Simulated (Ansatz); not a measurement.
We consider fcc Pd, described by PBEsol in Ansatz (plane waves, PAW).

Settings: plane-wave cutoff 520 eV, 24×24×24 k mesh, Fermi–Dirac smearing 0.05 eV, scalar-relativistic PAW data made under PBE.

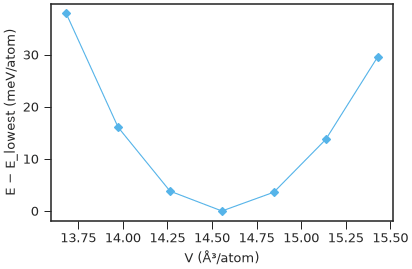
Figure: Total energy against volume

Q: From the curve, estimate the equilibrium volume and the bulk modulus.

A: V0 ≈ 14.6 Å³/atom and B0 ≈ 200 GPa; the fit gives V0 = 14.553 Å³/atom, B0 = 204 GPa, B′ = 5.5.

Measured, for comparison: bulk modulus 195 GPa (zero-point energy and finite temperature contributions removed, our sources range from 187 to 198; as tabulated in doi:10.1021/acs.jctc.3c00612); equilibrium volume per atom 14.56 Å³/atom (static lattice: zero-point anharmonic expansion removed; as tabulated in Mejia-Rodriguez and Trickey (2018), arXiv:1807.09216). Computed (rounded) less measured: bulk modulus +5 % (+3 % to +9 % over the range), equilibrium volume per atom -0.1 %.

Static lattice: no zero-point or thermal effects.

Cost on a shared machine: roughly 40 core-seconds.

Ansatz is a program for electronic structure.
